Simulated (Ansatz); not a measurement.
# SnSe: energy and stress against strain

Aim: for SnSe, strain the cell along the Voigt pattern (1, 0, 0, 0, 0, 0).

Program: Ansatz 0.2.0. Level of theory: DFT LDA, scalar-relativistic, plane waves, PAW. These are calculated values, not measurements.

1 further run of the same task is left out (set aside as unsound or not needed).

### 1 The starting structure

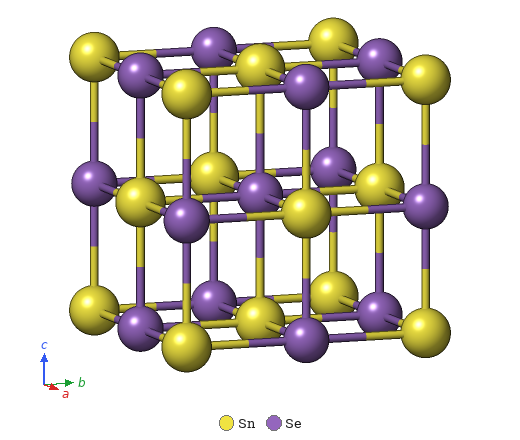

The starting structure, seen slightly off an axis (tin yellow, selenium purple). Atoms on the faces are drawn again on the opposite ones. The cell drawn here is the conventional one.

As a file:

```xyz
2
Lattice="0.0000 2.9466 2.9466 2.9466 0.0000 2.9466 2.9466 2.9466 0.0000" Properties=species:S:1:pos:R:3 pbc="T T T"
Sn    0.0000    0.0000    0.0000
Se    2.9466    2.9466    2.9466
```

It is the result of an earlier relaxation at this level (volume 25.58 Å³/atom; gap on the mesh: 0.78 eV).

### 2 The reference cell

Reference values: F = -11263.6593 eV; pressure -0.01 GPa; largest force 0.000 eV/Å; gap on the mesh 0.78 eV. It was computed beforehand with the settings of the runs below.

### 3 Setting up energy and stress against strain

The cell is strained by ε times the Voigt pattern (1, 0, 0, 0, 0, 0) (xx, yy, zz, yz, xz, xy; engineering shear), with fractional coordinates fixed (clamped ions). The stress on the pattern is the sum of the stress components weighted by it, tension positive.

### 4 At ε = -0.1000

The input, input.yaml:

```yaml
crystal:
  lattice:
    - [0.0, 2.9466477701, 2.9466477701]
    - [2.6519829931, 0.0, 2.9466477701]
    - [2.6519829931, 2.9466477701, 0.0]
  atoms:
    - { symbol: Sn, position: [0.0, 0.0, 0.0] }
    - { symbol: Se, position: [0.5, 0.5, 0.5] }
basis:
  ecutwfc: 420
kpoints:
  mp_grid: { grid: [8, 8, 8] }
hamiltonian:
  xc: lda
scf:
  occupations: { method: gaussian, width: 0.05 }
output:
  forces: true
  stress: true
  eigenvalues: true
  write_density: true
  write_potential: true
  elf: true
  volumetric_format: npy
```

Command:

```console
$ ansatz run input.yaml --threads 1 --pin off --max-ram 2560MiB --backend cpu --events-out ev --progress --plain --runs-dir out
```

What it wrote, cut to the lines that bear on the results:

```text
Warning: RAYON_NUM_THREADS=1 ignored (pool sized by the plan → 1); use --threads N
[...]
Pseudopotentials: kind: paw
Pseudopotential: Sn, paw, valence charge 14, recommended cutoff 420 eV (normal), Sn.paw.azcp
Pseudopotential: Se, paw, valence charge 16, recommended cutoff 420 eV (normal), Se.paw.azcp
Functional definition: SPW92
[...]
Crystal: 2 atoms, lattice volume = 46.053 Å³
Basis set: ecut = 420 eV, 901 PW (Γ)
Bands: 19, of which v1, the nominal top of the filled ones, is band 15 counted from 1 (14 counted from 0)
Symmetry: 16 space group operations
Space group: I4/mmm (ITA 139), of the structure as read, at distance tolerance 3.6e-5 Å
k-points: 59 of 512
[...]
SCF iter   1: F=—  HF=-11263.297113 eV  |F-HF|=—  |Δ(HF+E_count)|=         —  Δρ=5.82e-3  dr2=7.12e-3  ethr=1.77e-3  ⟨swp⟩=6.0  Hψ=5571  notcnv=0
[...]
SCF iter   6: F=-11263.291911 eV  HF=-11263.291911 eV  |F-HF|=1.09e-9  |Δ(HF+E_count)|=   2.27e-8  Δρ=4.50e-6  dr2=3.72e-9  ethr=8.17e-11  ⟨swp⟩=5.1  Hψ=6265  notcnv=0
[...]
SCF converged after 6 iterations
Free energy (F): -11263.291911 eV
[...]
E sigma→0 (E₀):  -11263.291910 eV
Entropy (-TS):   -0.000000 eV (-0.000 meV/atom)
Fermi energy:    11.824309 eV
[...]
--- Forces (eV/Å), atoms counted from 1 ---
  atom   1  Sn     0.00000000     0.00000000    -0.00000000
  atom   2  Se     0.00000000     0.00000000     0.00000000
[...]
--- Stress (GPa, compression-positive) ---
       26.969284       0.000000       0.000000
        0.000000       1.573798       0.000000
        0.000000       0.000000       1.573798
  P = ⅓ Tr σ = 10.0390 GPa (100.390 kbar)
--- Band table (eV; the first three rows and the last of 59) ---
  k-point 0: bands = ["-36.9014", "-36.8904", "-36.8904", "-36.8776", "-36.8755", "-10.1714", "-10.1475", "-10.1402", "-10.1402", "-10.1294", "-3.8282", "6.8910", "7.8723", "9.0965", "9.0965", "15.3396", "15.3396", "16.8873", "16.8873"]
[...]
```

Run time: 9.4 s. Hardware: 1 thread of Intel Xeon at 2.50GHz (Skylake/Cascade Lake), shared host; peak memory 0.37 GiB.

The maps below are laid out on this run's own conventional cell (a, b, c = 4.167, 4.167, 5.304 Å).

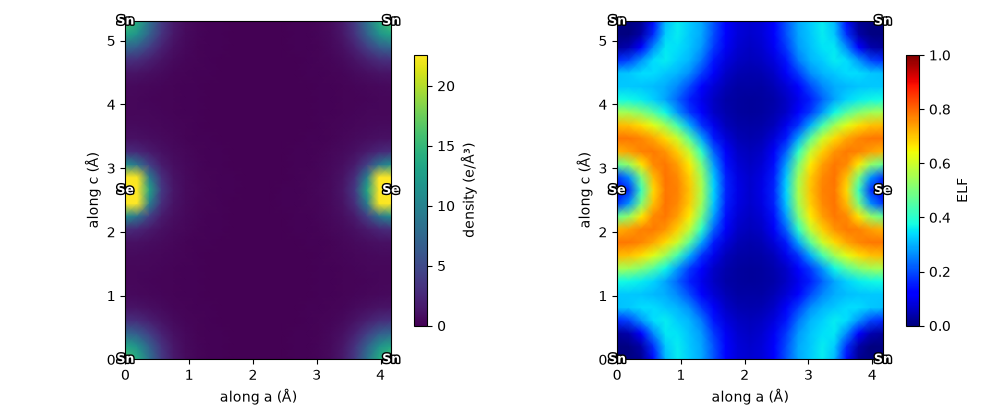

Density (left) and ELF (right) in a lattice plane of the grid's cell (edges 4.17 and 5.30 Å, at 0.000 of the third edge), which holds Sn and Se. Only atoms in the plane are labelled; the density scale stops at 22.56 e/Å³. Both are smooth fields of the valence electrons: close to the nuclei they are not physical.

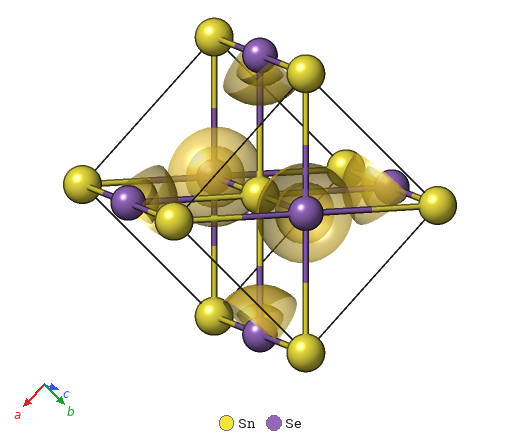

Surface of ELF = 0.74, drawn in one cell.

The highest ELF values outside the cores: 0.80 in the shell around Se, 0.8 Å from Se.

### 5 Point ε = 0.0750

The input, input.yaml:

```yaml
crystal:
  lattice:
    - [0.0, 2.9466477701, 2.9466477701]
    - [3.1676463529, 0.0, 2.9466477701]
    - [3.1676463529, 2.9466477701, 0.0]
  atoms:
    - { symbol: Sn, position: [0.0, 0.0, 0.0] }
    - { symbol: Se, position: [0.5, 0.5, 0.5] }
basis:
  ecutwfc: 420
kpoints:
  mp_grid: { grid: [8, 8, 8] }
hamiltonian:
  xc: lda
scf:
  occupations: { method: gaussian, width: 0.05 }
output:
  forces: true
  stress: true
  eigenvalues: true
```

Command:

```console
$ ansatz run input.yaml --threads 1 --pin off --max-ram 2560MiB --backend cpu --events-out ev --progress --plain --runs-dir out
```

What it wrote, cut to the lines that bear on the results:

```text
Warning: RAYON_NUM_THREADS=1 ignored (pool sized by the plan → 1); use --threads N
[...]
[... 4 set-up lines as earlier in the session ...]
[...]
Crystal: 2 atoms, lattice volume = 55.008 Å³
Basis set: ecut = 420 eV, 1079 PW (Γ)
Bands: 19, of which v1, the nominal top of the filled ones, is band 15 counted from 1 (14 counted from 0)
[... 1 set-up line as earlier in the session ...]
Space group: I4/mmm (ITA 139), of the structure as read, at distance tolerance 3.8e-5 Å
k-points: 59 of 512
[...]
SCF iter   1: F=—  HF=-11263.559744 eV  |F-HF|=—  |Δ(HF+E_count)|=         —  Δρ=5.08e-3  dr2=7.32e-3  ethr=1.77e-3  ⟨swp⟩=5.9  Hψ=5464  notcnv=0
[...]
SCF iter   6: F=-11263.554786 eV  HF=-11263.554786 eV  |F-HF|=1.78e-8  |Δ(HF+E_count)|=   2.78e-7  Δρ=1.03e-5  dr2=3.78e-8  ethr=3.33e-10  ⟨swp⟩=5.8  Hψ=5298  notcnv=0
[...]
SCF converged after 6 iterations
Free energy (F): -11263.554786 eV
[...]
E sigma→0 (E₀):  -11263.554786 eV
Fermi energy:    8.882019 eV
[...]
--- Forces (eV/Å), atoms counted from 1 ---
  atom   1  Sn     0.00000000     0.00000000    -0.00000000
  atom   2  Se     0.00000000     0.00000000     0.00000000
[...]
--- Stress (GPa, compression-positive) ---
       -7.413182       0.000000       0.000000
        0.000000      -0.888296       0.000000
        0.000000      -0.000000      -0.888296
  P = ⅓ Tr σ = -3.0633 GPa (-30.633 kbar)
--- Band table (eV; the first three rows and the last of 59) ---
  k-point 0: bands = ["-39.1895", "-39.1870", "-39.1823", "-39.1823", "-39.1823", "-12.8806", "-12.8672", "-12.8672", "-12.8492", "-12.8491", "-5.2441", "3.3978", "6.2509", "6.2509", "6.8884", "11.8068", "13.3826", "13.3826", "14.1860"]
[...]
```

It took 7.6 s on 1 thread of Intel Xeon at 2.50GHz (Skylake/Cascade Lake), shared host; peak memory 0.37 GiB.

### 6 Point ε = -0.0500

input.yaml: that of step 5 with these lines changed.

```diff
@@ -3,4 +3,4 @@
     - [0.0, 2.9466477701, 2.9466477701]
-    - [3.1676463529, 0.0, 2.9466477701]
-    - [3.1676463529, 2.9466477701, 0.0]
+    - [2.7993153816, 0.0, 2.9466477701]
+    - [2.7993153816, 2.9466477701, 0.0]
   atoms:
```

Command:

```console
$ ansatz run input.yaml --threads 1 --pin off --max-ram 2560MiB --backend cpu --events-out ev --progress --plain --runs-dir out
```

What it wrote, cut to the lines that bear on the results:

```text
[...]
SCF converged after 6 iterations
Free energy (F): -11263.583127 eV
[...]
E sigma→0 (E₀):  -11263.583127 eV
Fermi energy:    10.851793 eV
[...]
--- Forces (eV/Å), atoms counted from 1 ---
  atom   1  Sn     0.00000000    -0.00000000     0.00000000
  atom   2  Se     0.00000000    -0.00000000    -0.00000000
[...]
--- Stress (GPa, compression-positive) ---
       10.490929       0.000000      -0.000000
        0.000000       0.624387       0.000000
       -0.000000      -0.000000       0.624387
  P = ⅓ Tr σ = 3.9132 GPa (39.132 kbar)
--- Band table (eV; the first three rows and the last of 59) ---
  k-point 0: bands = ["-37.6224", "-37.6172", "-37.6172", "-37.6148", "-37.6125", "-10.9993", "-10.9938", "-10.9892", "-10.9857", "-10.9857", "-4.2377", "5.7017", "7.6231", "8.1840", "8.1840", "14.7205", "14.7205", "16.1442", "16.1464"]
[...]
```

Run time: 7.4 s. Hardware: 1 thread of Intel Xeon at 2.50GHz (Skylake/Cascade Lake), shared host; peak memory 0.37 GiB.

### 7 Point ε = 0.0250

input.yaml: that of step 6 with these lines changed.

```diff
@@ -3,4 +3,4 @@
     - [0.0, 2.9466477701, 2.9466477701]
-    - [2.7993153816, 0.0, 2.9466477701]
-    - [2.7993153816, 2.9466477701, 0.0]
+    - [3.0203139644, 0.0, 2.9466477701]
+    - [3.0203139644, 2.9466477701, 0.0]
   atoms:
```

Command:

```console
$ ansatz run input.yaml --threads 1 --pin off --max-ram 2560MiB --backend cpu --events-out ev --progress --plain --runs-dir out
```

What it wrote, cut to the lines that bear on the results:

```text
[...]
SCF converged after 6 iterations
Free energy (F): -11263.645032 eV
[...]
E sigma→0 (E₀):  -11263.645032 eV
Fermi energy:    9.554774 eV
[...]
--- Forces (eV/Å), atoms counted from 1 ---
  atom   1  Sn     0.00000000    -0.00000000    -0.00000000
  atom   2  Se     0.00000000     0.00000000    -0.00000000
[...]
--- Stress (GPa, compression-positive) ---
       -3.378026       0.000000      -0.000000
        0.000000      -0.310210      -0.000000
       -0.000000      -0.000000      -0.310210
  P = ⅓ Tr σ = -1.3328 GPa (-13.328 kbar)
--- Band table (eV; the first three rows and the last of 59) ---
  k-point 0: bands = ["-38.6079", "-38.6055", "-38.6052", "-38.6038", "-38.6038", "-12.1659", "-12.1592", "-12.1592", "-12.1572", "-12.1543", "-4.8474", "4.2208", "6.9645", "6.9645", "7.2052", "13.2949", "13.8899", "13.8899", "15.0432"]
[...]
```

Run time: 7.9 s. Hardware: 1 thread of Intel Xeon at 2.50GHz (Skylake/Cascade Lake), shared host; peak memory 0.37 GiB.

### 8 Point ε = 0.1000

input.yaml: that of step 7 with these lines changed.

```diff
@@ -3,4 +3,4 @@
     - [0.0, 2.9466477701, 2.9466477701]
-    - [3.0203139644, 0.0, 2.9466477701]
-    - [3.0203139644, 2.9466477701, 0.0]
+    - [3.2413125471, 0.0, 2.9466477701]
+    - [3.2413125471, 2.9466477701, 0.0]
   atoms:
```

Command:

```console
$ ansatz run input.yaml --threads 1 --pin off --max-ram 2560MiB --backend cpu --events-out ev --progress --plain --runs-dir out
```

What it wrote, cut to the lines that bear on the results:

```text
[...]
SCF converged after 6 iterations
Free energy (F): -11263.491130 eV
[...]
E sigma→0 (E₀):  -11263.491130 eV
Fermi energy:    8.582524 eV
[...]
--- Forces (eV/Å), atoms counted from 1 ---
  atom   1  Sn     0.00000000     0.00000000     0.00000000
  atom   2  Se     0.00000000     0.00000000     0.00000000
[...]
--- Stress (GPa, compression-positive) ---
       -8.442146       0.000000       0.000000
        0.000000      -1.175117      -0.000000
        0.000000      -0.000000      -1.175117
  P = ⅓ Tr σ = -3.5975 GPa (-35.975 kbar)
--- Band table (eV; the first three rows and the last of 59) ---
  k-point 0: bands = ["-39.4588", "-39.4563", "-39.4502", "-39.4502", "-39.4496", "-13.2167", "-13.1992", "-13.1992", "-13.1737", "-13.1725", "-5.4386", "3.0265", "5.9214", "5.9214", "6.7139", "11.1702", "13.1403", "13.1403", "13.7928"]
[...]
```

It took 8 s on 1 thread of Intel Xeon at 2.50GHz (Skylake/Cascade Lake), shared host; peak memory 0.37 GiB.

### 9 At ε = -0.0750

input.yaml: that of step 8 with these lines changed.

```diff
@@ -3,4 +3,4 @@
     - [0.0, 2.9466477701, 2.9466477701]
-    - [3.2413125471, 0.0, 2.9466477701]
-    - [3.2413125471, 2.9466477701, 0.0]
+    - [2.7256491873, 0.0, 2.9466477701]
+    - [2.7256491873, 2.9466477701, 0.0]
   atoms:
```

Command:

```console
$ ansatz run input.yaml --threads 1 --pin off --max-ram 2560MiB --backend cpu --events-out ev --progress --plain --runs-dir out
```

What it wrote, cut to the lines that bear on the results:

```text
[...]
SCF converged after 6 iterations
Free energy (F): -11263.470451 eV
[...]
E sigma→0 (E₀):  -11263.470451 eV
Fermi energy:    11.323566 eV
[...]
--- Forces (eV/Å), atoms counted from 1 ---
  atom   1  Sn     0.00000000     0.00000000     0.00000000
  atom   2  Se     0.00000000     0.00000000     0.00000000
[...]
--- Stress (GPa, compression-positive) ---
       17.990686       0.000000      -0.000000
        0.000000       1.014863      -0.000000
       -0.000000      -0.000000       1.014863
  P = ⅓ Tr σ = 6.6735 GPa (66.735 kbar)
--- Band table (eV; the first three rows and the last of 59) ---
  k-point 0: bands = ["-37.2662", "-37.2586", "-37.2586", "-37.2522", "-37.2500", "-10.5830", "-10.5804", "-10.5670", "-10.5670", "-10.5667", "-4.0327", "6.2742", "7.7511", "8.6309", "8.6309", "15.0219", "15.0219", "16.5024", "16.5024"]
[...]
```

It took 7.9 s on 1 thread of Intel Xeon at 2.50GHz (Skylake/Cascade Lake), shared host; peak memory 0.37 GiB.

### 10 Point ε = 0.0500

input.yaml: that of step 9 with these lines changed.

```diff
@@ -3,4 +3,4 @@
     - [0.0, 2.9466477701, 2.9466477701]
-    - [2.7256491873, 0.0, 2.9466477701]
-    - [2.7256491873, 2.9466477701, 0.0]
+    - [3.0939801586, 0.0, 2.9466477701]
+    - [3.0939801586, 2.9466477701, 0.0]
   atoms:
```

Command:

```console
$ ansatz run input.yaml --threads 1 --pin off --max-ram 2560MiB --backend cpu --events-out ev --progress --plain --runs-dir out
```

What it wrote, cut to the lines that bear on the results:

```text
Warning: RAYON_NUM_THREADS=1 ignored (pool sized by the plan → 1); use --threads N
[...]
[... 4 set-up lines as earlier in the session ...]
[...]
Crystal: 2 atoms, lattice volume = 53.728 Å³
Basis set: ecut = 420 eV, 1039 PW (Γ)
Bands: 19, of which v1, the nominal top of the filled ones, is band 15 counted from 1 (14 counted from 0)
[... 2 set-up lines as earlier in the session ...]
k-points: 59 of 512
[...]
SCF iter   1: F=—  HF=-11263.612905 eV  |F-HF|=—  |Δ(HF+E_count)|=         —  Δρ=5.15e-3  dr2=7.42e-3  ethr=1.77e-3  ⟨swp⟩=5.9  Hψ=5445  notcnv=0
[...]
SCF iter   6: F=-11263.607902 eV  HF=-11263.607902 eV  |F-HF|=6.84e-9  |Δ(HF+E_count)|=   1.85e-7  Δρ=9.23e-6  dr2=2.89e-8  ethr=3.33e-10  ⟨swp⟩=5.8  Hψ=5242  notcnv=0
[...]
SCF converged after 6 iterations
Free energy (F): -11263.607902 eV
[...]
E sigma→0 (E₀):  -11263.607902 eV
Fermi energy:    9.195881 eV
[...]
--- Forces (eV/Å), atoms counted from 1 ---
  atom   1  Sn     0.00000000     0.00000000     0.00000000
  atom   2  Se     0.00000000    -0.00000000     0.00000000
[...]
--- Stress (GPa, compression-positive) ---
       -5.779216       0.000000       0.000000
        0.000000      -0.600496       0.000000
        0.000000      -0.000000      -0.600496
  P = ⅓ Tr σ = -2.3267 GPa (-23.267 kbar)
--- Band table (eV; the first three rows and the last of 59) ---
  k-point 0: bands = ["-38.9063", "-38.9038", "-38.9012", "-38.9006", "-38.9006", "-12.5304", "-12.5207", "-12.5207", "-12.5109", "-12.5096", "-5.0469", "3.7949", "6.5982", "6.5982", "7.0516", "12.5134", "13.6323", "13.6323", "14.6022"]
[...]
```

Run time: 8.2 s. Hardware: 1 thread of Intel Xeon at 2.50GHz (Skylake/Cascade Lake), shared host; peak memory 0.37 GiB.

### 11 Point ε = -0.0250

input.yaml: that of step 10 with these lines changed.

```diff
@@ -3,4 +3,4 @@
     - [0.0, 2.9466477701, 2.9466477701]
-    - [3.0939801586, 0.0, 2.9466477701]
-    - [3.0939801586, 2.9466477701, 0.0]
+    - [2.8729815758, 0.0, 2.9466477701]
+    - [2.8729815758, 2.9466477701, 0.0]
   atoms:
```

Command:

```console
$ ansatz run input.yaml --threads 1 --pin off --max-ram 2560MiB --backend cpu --events-out ev --progress --plain --runs-dir out
```

What it wrote, cut to the lines that bear on the results:

```text
[...]
SCF converged after 6 iterations
Free energy (F): -11263.642101 eV
[...]
E sigma→0 (E₀):  -11263.642101 eV
Fermi energy:    10.385749 eV
[...]
--- Forces (eV/Å), atoms counted from 1 ---
  atom   1  Sn     0.00000000    -0.00000000     0.00000000
  atom   2  Se     0.00000000     0.00000000    -0.00000000
[...]
--- Stress (GPa, compression-positive) ---
        4.533902       0.000000       0.000000
        0.000000       0.293102       0.000000
        0.000000      -0.000000       0.293102
  P = ⅓ Tr σ = 1.7067 GPa (17.067 kbar)
--- Band table (eV; the first three rows and the last of 59) ---
  k-point 0: bands = ["-37.9655", "-37.9622", "-37.9620", "-37.9620", "-37.9599", "-11.4015", "-11.3961", "-11.3942", "-11.3912", "-11.3912", "-4.4425", "5.1709", "7.4894", "7.7569", "7.7569", "14.4327", "14.4327", "15.1038", "15.8168"]
[...]
```

It took 7.8 s on 1 thread of Intel Xeon at 2.50GHz (Skylake/Cascade Lake), shared host; peak memory 0.37 GiB.

### 12 At ε = 0.0875

input.yaml: that of step 11 with these lines changed.

```diff
@@ -3,4 +3,4 @@
     - [0.0, 2.9466477701, 2.9466477701]
-    - [2.8729815758, 0.0, 2.9466477701]
-    - [2.8729815758, 2.9466477701, 0.0]
+    - [3.20447945, 0.0, 2.9466477701]
+    - [3.20447945, 2.9466477701, 0.0]
   atoms:
```

Command:

```console
$ ansatz run input.yaml --threads 1 --pin off --max-ram 2560MiB --backend cpu --events-out ev --progress --plain --runs-dir out
```

What it wrote, cut to the lines that bear on the results:

```text
Warning: RAYON_NUM_THREADS=1 ignored (pool sized by the plan → 1); use --threads N
[...]
[... 4 set-up lines as earlier in the session ...]
[...]
Crystal: 2 atoms, lattice volume = 55.647 Å³
Basis set: ecut = 420 eV, 1079 PW (Γ)
Bands: 19, of which v1, the nominal top of the filled ones, is band 15 counted from 1 (14 counted from 0)
[... 2 set-up lines as earlier in the session ...]
k-points: 59 of 512
[...]
SCF iter   1: F=—  HF=-11263.528982 eV  |F-HF|=—  |Δ(HF+E_count)|=         —  Δρ=5.06e-3  dr2=7.33e-3  ethr=1.77e-3  ⟨swp⟩=5.9  Hψ=5465  notcnv=0
[...]
SCF iter   6: F=-11263.523981 eV  HF=-11263.523982 eV  |F-HF|=1.77e-8  |Δ(HF+E_count)|=   2.75e-7  Δρ=1.03e-5  dr2=3.72e-8  ethr=3.33e-10  ⟨swp⟩=5.9  Hψ=5273  notcnv=0
[...]
SCF converged after 6 iterations
Free energy (F): -11263.523981 eV
[...]
E sigma→0 (E₀):  -11263.523981 eV
Fermi energy:    8.730479 eV
[...]
--- Forces (eV/Å), atoms counted from 1 ---
  atom   1  Sn     0.00000000     0.00000000    -0.00000000
  atom   2  Se     0.00000000    -0.00000000    -0.00000000
[...]
--- Stress (GPa, compression-positive) ---
       -7.994418       0.000000       0.000000
        0.000000      -1.031801       0.000000
        0.000000      -0.000000      -1.031801
  P = ⅓ Tr σ = -3.3527 GPa (-33.527 kbar)
--- Band table (eV; the first three rows and the last of 59) ---
  k-point 0: bands = ["-39.3258", "-39.3233", "-39.3179", "-39.3179", "-39.3175", "-13.0504", "-13.0349", "-13.0349", "-13.0133", "-13.0126", "-5.3417", "3.2091", "6.0840", "6.0840", "6.8027", "11.4800", "13.2606", "13.2606", "13.9866"]
[...]
```

Run time: 8.9 s. Hardware: 1 thread of Intel Xeon at 2.50GHz (Skylake/Cascade Lake), shared host; peak memory 0.37 GiB.

### 13 The scan collected

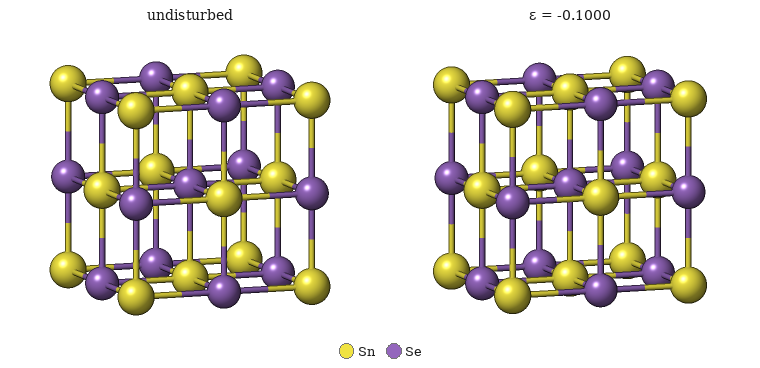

The undisturbed cell and the costliest point of the scan, at one scale, with neighbouring cells.

The scan, with free energies counted from the undisturbed cell:

```tsv
ε	ΔE (meV/atom)	stress on the pattern (GPa)	pressure (GPa)	gap on the mesh (eV)
-0.1000	183.7	-26.97	10.0	0.32
-0.0750	94.4	-17.99	6.7	0.45
-0.0500	38.1	-10.49	3.9	0.61
-0.0250	8.6	-4.53	1.7	0.70
0.0000	0.0	0.01	0.0	0.78
0.0250	7.1	3.38	-1.3	0.74
0.0500	25.7	5.78	-2.3	0.67
0.0750	52.3	7.41	-3.1	0.55
0.0875	67.7	7.99	-3.4	0.49
0.1000	84.1	8.44	-3.6	0.44
```

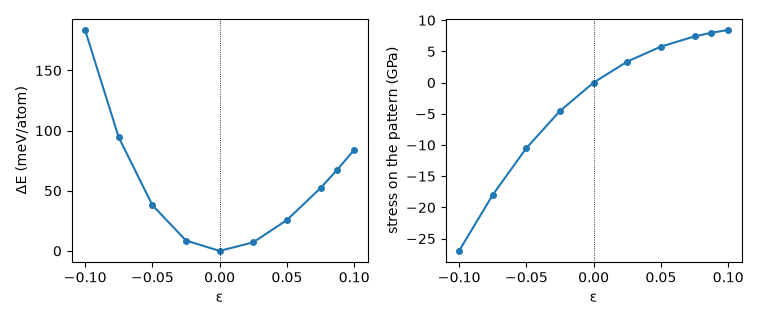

ΔE and stress on the pattern along the scan.

### 14 Results

| quantity | value |
| --- | --- |
| slope of the stress at ε = 0, over ±0.0250 | 158 GPa |

**Reading.** The slope of the stress at zero strain, 158 GPa, estimates C11 with clamped ions in this Cartesian frame; letting the atoms relax could not make it stiffer. No sampled point lies below the undisturbed cell. Compression costs more than tension: 183.7 against 84.1 meV/atom at the ends. The gap on the mesh stays between 0.32 and 0.78 eV.

Spin-orbit coupling is left out, though the cell holds Sn; it can move the gap.
